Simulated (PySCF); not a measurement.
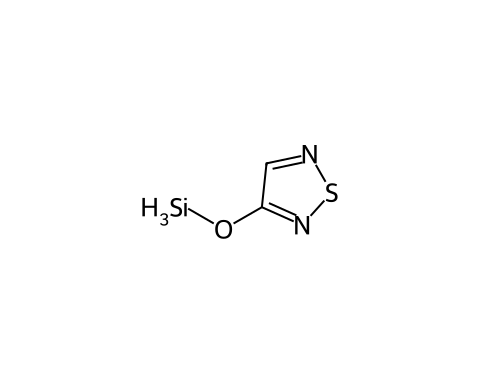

The geometry was computed by an optimisation with GFN2-xTB. No frequency run is at hand to confirm it as a minimum. Method: PBE0/def2-SVPD, gas phase (PySCF 2.14.0). Excitations: vertical, linear response.

Estimate the HOMO–LUMO gap.

5.88 eV.

What is the dipole moment?

1.59 D.

Give the HOMO energy (Kohn–Sham orbital) at this level.

−7.39 eV.

Estimate the lowest vertical singlet excitation.

5.20 eV.

The geometry is semi-empirical. Around Si such bond lengths and angles can be off by a tenth of an ångström or more and by several degrees, and values that hang on the shape move with them.
